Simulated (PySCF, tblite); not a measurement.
# C5H5Cl3F radical: geometry, infrared bands and EPR parameters

Aim: predict the infrared bands and EPR parameters of C5H5Cl3F radical (`C/[C]=C/[C@H](F)C(Cl)(Cl)Cl`).

The runs use tblite 0.8.0 and PySCF 2.14.0, with density-fitted response routines of our own; the level of theory stands in each step. All values are computed, except where a source is named. Atoms count from 0, in the outputs and in this text.

### 1 The molecule as given

14 atoms, charge 0, multiplicity 2; geometry from: force field or distance geometry start.

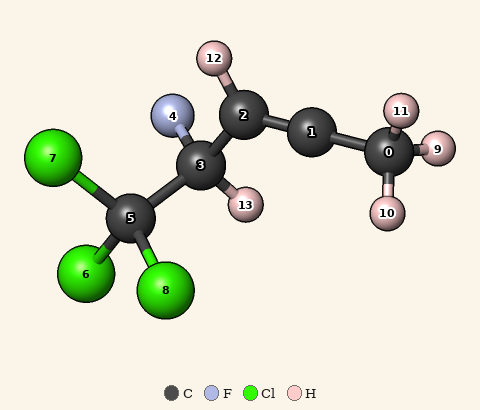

The starting geometry (carbon dark grey, fluorine light blue, chlorine green, hydrogen pink), atoms numbered.

### 2 Relaxing the molecule with GFN2-xTB

What the job is given:

```
{"job": {"kind": "relax", "xc": "GFN2-xTB", "basis": "xTB"}, "charge": 0, "multiplicity": 2}
C      2.383300    -1.210700    -0.182600
C      1.339700    -0.162300    -0.185700
C      0.438600     0.756700    -0.162600
C     -1.018500     0.570400    -0.553900
F     -1.398100     1.631100    -1.305600
C     -2.010100     0.406600     0.637100
Cl    -3.684400     0.207000     0.012600
Cl    -1.985900     1.850700     1.722600
Cl    -1.619500    -1.051300     1.630200
H      2.606500    -1.515500    -1.200600
H      2.033300    -2.092400     0.367200
H      3.291000    -0.849200     0.288400
H      0.715100     1.774200     0.112300
H     -1.092000    -0.316000    -1.201800
```

On the command line:

```
$ OMP_NUM_THREADS=1 python probes_run.py task.json out
```

One launch serves the whole session: the jobs run in the order shown.

**Question.** This job is followed by: GFN2-xTB harmonic vibrations, gas phase; UKS B3LYP, pcH-1 on C Cl F H, non-relativistic, mean-field spin-orbit, GIAO. What will the session give for the following? strongest single infrared mode (GFN2-xTB); zero-point energy (GFN2-xTB); g(iso) (B3LYP); ⟨S²⟩; largest a(iso) (averaged by class); surface potential, least and greatest.

As calculated:

| quantity | value |
| --- | --- |
| strongest single infrared mode (GFN2-xTB) | 1816 cm⁻¹, 110 km/mol |
| zero-point energy (GFN2-xTB) | 51.9 kcal/mol |
| g(iso) (B3LYP) | 2.00206 |
| ⟨S²⟩ | 0.758 (exact 0.75) |
| largest a(iso) (averaged by class) | 13C on C1, 254.2 MHz |
| surface potential, least and greatest | -0.87 V and 1.09 V |

Over 84 steps the energy fell by 0.217 eV; of the close pairs, C5–Cl8 changed most, 1.807 to 1.771 Å. No mode is imaginary among the 36: a minimum at this level. The strongest single mode, at 1816 cm⁻¹, moves mainly C1 and C2. Unscaled tight-binding wavenumbers are off by several per cent, some by more. Its intensities can rank the bands wrongly. C1 carries the largest spin population, 1.00 e. The isotropic g lies 0.3 ppt below the free-electron value.
